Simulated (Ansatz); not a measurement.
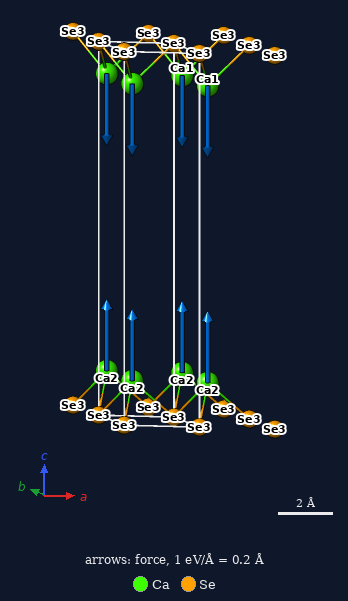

Starting geometry of a crystal of Ca2Se (a generated structure, set up in P-6m2) (coarse preliminary run) with the computed forces as blue arrows. Style: ball-and-stick. Shown: the cell of the calculation, repeated 2 × 2 × 1 with one cell outlined, slightly off an axis.

Method: DFT PBE, scalar-relativistic, plane waves, PAW (Ansatz 0.2.0).

Input file:
```yaml
crystal:
  lattice:
    - [2.88067617, 0.0, 0.0]
    - [-1.44033808, 2.49473874, 0.0]
    - [0.0, 0.0, 14.17916671]
  atoms:
    - { symbol: Ca, position: [0.33333333, 0.66666667, 0.89785546] }
    - { symbol: Ca, position: [0.33333333, 0.66666667, 0.10214454] }
    - { symbol: Se, position: [0.0, 0.0, 0.0] }
basis:
  ecutwfc: 420
kpoints:
  mp_grid: { grid: [6, 6, 2] }
hamiltonian:
  xc: pbe
scf:
  occupations: { method: gaussian, width: 0.1 }
  lower_state_search: "off"
output:
  forces: true
  stress: true
  eigenvalues: true
relax:
  adjacent_minimum: "off"
  f_tol: 0.04
  max_steps: 70
  cell: { stress_tol: 0.4 }
```

Command:
```bash
ansatz run input.yaml --threads 1 --pin off --max-ram 2560MiB --backend cpu --events-out ev --progress --plain --runs-dir out
```

**What follows when this structure is relaxed?**

It isn't relaxed: the largest force vector, on Ca atoms, is 13.85 eV/Å. The atoms end up moving mostly along the starting forces (cosine between the two patterns 1.00). Over 23 accepted moves (25 points after the start) the energy falls by 4890 meV per atom. Largest force component: 14 eV/Å at the start, 0.02 eV/Å at the end. The pressure goes from 59.31 to 0.17 GPa. At 2 points the geometry stayed and the basis and grid were re-selected for the new cell (energy shift of 80.6 meV per atom at most each time). The largest moves relative to the cell, 1.11 Å, are those of Ca1 and Ca2. Ca2 goes along +c. Se stays in place. The drawn cell changes as follows: a = b 2.881 → 4.000 Å (+38.9 %), c 14.179 → 7.252 Å (−48.9 %); the volume changes by −1.4 %. Some distances before and after: Se3–Se3 2.881 → 4.000 Å, Ca1–Ca1 2.881 → 4.000 Å, Ca1–Ca2 2.897 → 3.694 Å, Ca1–Se3 2.205 → 2.957 Å. Among the angles between lasting bonds that change: Ca1–Se3–Ca2 82.1° → 77.3°, Ca1–Se3–Ca1 81.6° → 85.1°, Se3–Ca2–Se3 81.6° → 85.1°. The space group stays P-6m2 (No. 187). Cost: 61 s on 1 thread of Intel(R) Xeon(R) Platinum 8488C (Sapphire Rapids), on a shared host, peak memory 0.43 GiB.
